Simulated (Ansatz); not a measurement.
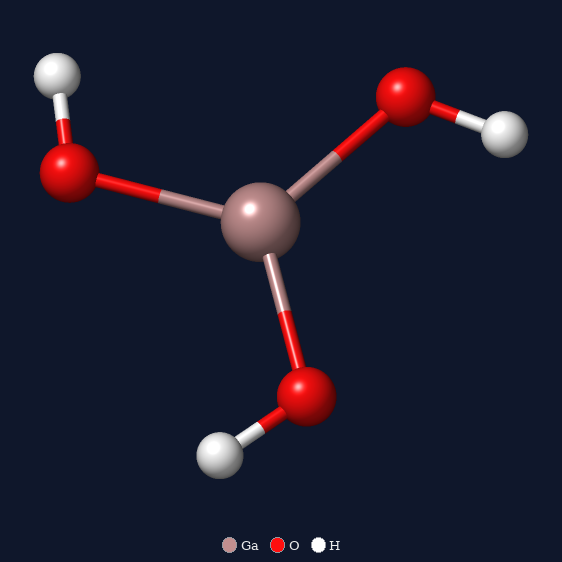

Sticks follow a distance rule. Harmonic vibrations computed with RKS PBE0-D4/def2-TZVP (Ansatz 0.2.0) at a stationary point of the same level.

> Minimum or transition state?

A minimum: no imaginary frequency, and the lowest mode lies at 171 cm⁻¹.

> How many vibrational modes are there, and where do they lie?

15 modes: 171, 171, 202, 314, 349, 349, 665, 734, 734, 838, 869, 869, 3899, 3899, 3900 cm⁻¹.
